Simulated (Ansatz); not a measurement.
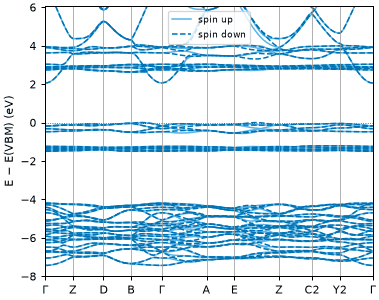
Fig. 1. Band structure from plane-wave PAW PBEsol (Ansatz code)

The gap is 2.06 eV; an edge lies off the plotted path or next to a special point (maximum off the standard path, minimum at Γ).

The material is MnF2 in space group Pbcn (No. 60; Mn on 4c, F on 8d).

The first step of the workflow began from a Materials Project structure, measured or hypothetical; the Crystallography Open Database copy checked does not list it. COD files the formula under space group No. 136, so this cell is another polymorph or a model. Whether it is the stable phase at ambient conditions was not checked. The cell was relaxed with PBEsol under the symmetry of its start, as lowered by the spin order; whether a distortion lowers the energy is not shown. The final state is antiferromagnetic, chosen from 4 collinear starts compared on coarse meshes (ties went to the first, and starts can fall back to one state), not a proven ground state. No Hubbard U is applied. Point labels and valley counts follow the cell and symmetry of the run, lower than the named group.

Potentials: the later of the program's two PAW sets.
